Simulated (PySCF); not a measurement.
# [SnH5]− (SMILES [H][Sn-]([H])([H])([H])[H]): M06-2X/STO-3G

Aim: the vertical singlet–triplet gap of [SnH5]− at M06-2X/STO-3G, from 2 runs. The job is set up through a Python script.

The results are computed with PySCF 2.14.0.

5 further runs of the same task are left out: 5 set aside as unsound or not needed.

## Step 1: The molecule

[SnH5]−: 6 atoms, total charge -1, spin state singlet. SMILES: `[H][Sn-]([H])([H])([H])[H]`. The shape comes from GFN2-xTB, which is rough for such elements, and wasn't checked as a minimum.

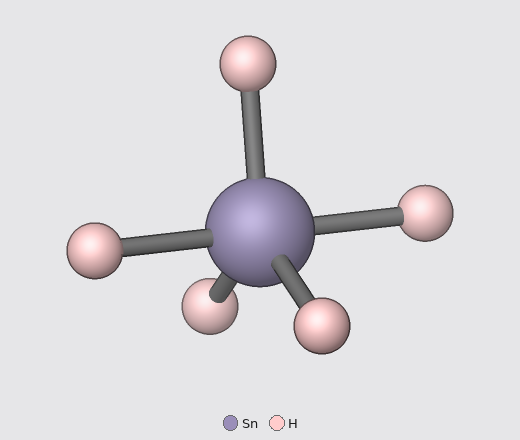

Viewed from a chosen angle; tin purple, hydrogen pink.

## Step 2: The energy at M06-2X/STO-3G

calc.py reads:

```python
from pyscf import gto, dft

molecule = gto.M(
    atom=[
    ('Sn', (0.000450, -0.001410, 0.000420)),
    ('H', (-0.020070, -0.006290, 1.885790)),
    ('H', (0.020250, 0.010720, -1.888030)),
    ('H', (1.782780, 0.010780, 0.018860)),
    ('H', (-0.902470, 1.535970, -0.003420)),
    ('H', (-0.880950, -1.549760, -0.013620)),
],
    spin=0,
    basis='sto-3g',
    max_memory=1860,
    charge=-1,
    verbose=3,
)

mf = dft.RKS(molecule, xc='m06-2x')
mf.conv_tol = 1e-10
mf.grids.level = 5
mf.kernel()
if not mf.converged:
    mf = mf.newton().run(mf.mo_coeff, mf.mo_occ)

e_tot = mf.e_tot
print(f'total energy: {e_tot:.8f} hartree')
```

Started as:

```sh
$ OMP_NUM_THREADS=1 python calc.py
```

The log of the run:

```text
converged SCF energy = -5968.28325071408
total energy: -5968.28325071 hartree
```

Run time: 4.8 s. Hardware: 1 thread of Intel Xeon Platinum 8375C at 2.90GHz (Ice Lake), shared host; peak memory 0.26 GiB.

## Step 3: The triplet

input.xyz reads:

```xyz
6

Sn     0.000450    -0.001410     0.000420
H     -0.020070    -0.006290     1.885790
H      0.020250     0.010720    -1.888030
H      1.782780     0.010780     0.018860
H     -0.902470     1.535970    -0.003420
H     -0.880950    -1.549760    -0.013620
```

input.py reads:

```python
from pyscf import gto, dft

mol = gto.M(
    atom='input.xyz',
    charge=-1,
    max_memory=1860,
    basis='sto-3g',
    spin=2,
    verbose=3,
)

mf = dft.UKS(mol, xc='m06-2x')
mf.grids.level = 5
mf.conv_tol = 1e-10
mf.kernel()
if not mf.converged:
    mf = mf.newton().run(mf.mo_coeff, mf.mo_occ)

e_tot = mf.e_tot
print('E = %.10f Eh' % e_tot)
```

Started as:

```sh
$ OMP_NUM_THREADS=1 python input.py
```

The log of the run:

```text
WARN: HOMO -0.0828591989246123 >= LUMO -0.412788186992758

WARN: HOMO 0.445634196034881 >= LUMO 0.27548837396242

WARN: HOMO 0.422925495263394 >= LUMO 0.27259936578069

WARN: HOMO 0.422510688837944 >= LUMO 0.277295208029684

WARN: HOMO 0.422219191938014 >= LUMO 0.278105626737537

WARN: HOMO 0.422125225551482 >= LUMO 0.278265593843886

WARN: HOMO 0.422089799209698 >= LUMO 0.278292211582965

WARN: HOMO 0.422084633765574 >= LUMO 0.278293007980923

WARN: HOMO 0.422083386957317 >= LUMO 0.278286311701305

WARN: HOMO 0.422077234358573 >= LUMO 0.278299832907105

WARN: HOMO 0.422082155516385 >= LUMO 0.278299560223577

WARN: HOMO 0.422081441274664 >= LUMO 0.278300634041815

WARN: HOMO 0.422080521859056 >= LUMO 0.278301406894337

WARN: HOMO 0.422080450291833 >= LUMO 0.278301230568177

WARN: HOMO 0.422080390593742 >= LUMO 0.278301453686154

WARN: HOMO 0.422080369845116 >= LUMO 0.278301503358599

converged SCF energy = -5967.98511948872  <S^2> = 2.032796  2S+1 = 3.0217849
E = -5967.9851194887 Eh
```

Wall time 14 s (1 thread of Intel Xeon Platinum 8375C at 2.90GHz (Ice Lake), shared host); peak memory 0.27 GiB.

## Step 4: Outcome

At M06-2X/STO-3G:

| quantity | value |
| --- | --- |
| singlet: total energy | -5968.28325 Eh |
| singlet: HOMO energy | 3.25 eV |
| singlet: LUMO energy | 15.60 eV |
| singlet: HOMO–LUMO gap (to an unbound level, set by the basis) | 12.35 eV |
| triplet: total energy | -5967.98512 Eh |
| triplet: HOMO energy (highest over α and β) | 11.49 eV |
| triplet: ⟨S²⟩ | 2.033 |
| vertical energy of the triplet above the singlet | 8.113 eV |

At this shape the triplet lies 8.11 eV (187 kcal/mol) above the singlet. For an anion a state so high probably lies above electron detachment. In a minimal basis such a difference can be off by several eV, whatever the method. Mulliken charges (singlet) run from -0.35 on H3 to +0.51 on Sn1; they depend strongly on the basis. The HOMO (singlet) lies at positive energy, 3.25 eV; only total energies tell whether the electron is bound. Relativity is left out (singlet) although the molecule holds a heavy atom. The HOMO (triplet) lies at positive energy, 11.49 eV; only total energies tell whether the electron is bound.
